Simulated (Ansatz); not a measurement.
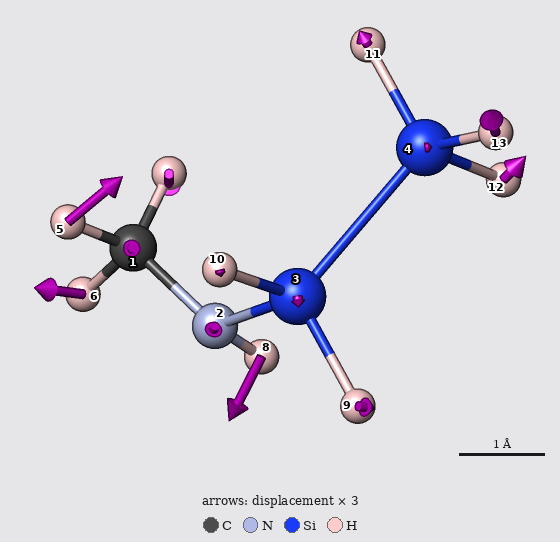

A relaxation of CH9NSi2 (coarse preliminary run). The starting structure is drawn; purple arrows show the displacements, 3 times their true length. The two geometries are superimposed by the best rigid fit.

The picture is a ball-and-stick view, seen at a tilt.

The start comes from a force field.

The calculation used RKS PBE-D4/def2-SVP in Ansatz. Settings: force threshold 0.03 eV/Å; at most 200 steps.

**Which element moves most?**

Hydrogen: up to 0.30 Å, against 0.08 Å for carbon.

**What happened in the run?**

After 7 accepted moves (9 points after the start) the energy has fallen by 12.8 kcal/mol. Largest force component: 2.8 eV/Å at the start, 0.027 eV/Å at the end. The line search rejected the trial steps at points 3, 6 of the run. The forces were under the threshold at step 7, but the run went on from there. The largest moves after the best rigid fit, 0.30 Å, are those of H atoms. Largest moves by element: H 0.30 Å, C 0.08 Å, N 0.08 Å, Si 0.05 Å. Near-neighbour distances that change, for instance: H–Si 1.397 → 1.509 Å, N–Si 1.682 → 1.752 Å, H–Si 1.441 → 1.509 Å, C–H 1.173 → 1.112 Å. Among the angles between lasting bonds that change: Si–N–H 109.3° → 115.8°, N–C–H 115.6° → 109.6°, H–Si–H 113.0° → 107.9°. The run took of the order of 23 core-seconds on a shared host.
